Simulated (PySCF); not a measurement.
Si(GeH3)(H)(OH)2, SMILES O[SiH](O)[GeH3] (H6GeO2Si), singlet at its B3LYP/def2-SVP optimised geometry (Å):

```
10

Si    -0.7810    -0.1882     0.0000
O     -1.2471     1.4154     0.0000
O     -1.2355    -1.0073    -1.3824
Ge     1.5998    -0.1882     0.0000
H     -1.3932    -0.8645     1.1901
H     -2.1490     1.6317     0.2651
H     -2.1549    -1.2866    -1.4685
H      2.1490     0.5350    -1.2472
H      2.1460     0.5292     1.2541
H      2.1490    -1.6317     0.0031
```

Computed with B3LYP/def2-TZVP in PySCF 2.14.0. Cells within 0.4 Å of a nucleus heavier than hydrogen are left out (blank, or x).

Map of the electrostatic potential (hartree/e), clipped to [-0.08, 0.12] on the plane z = 0.0 Å:

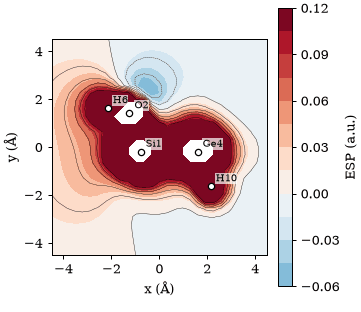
Figure. Electrostatic potential (hartree/e), clipped to [-0.08, 0.12] on the plane z = 0.0 Å.
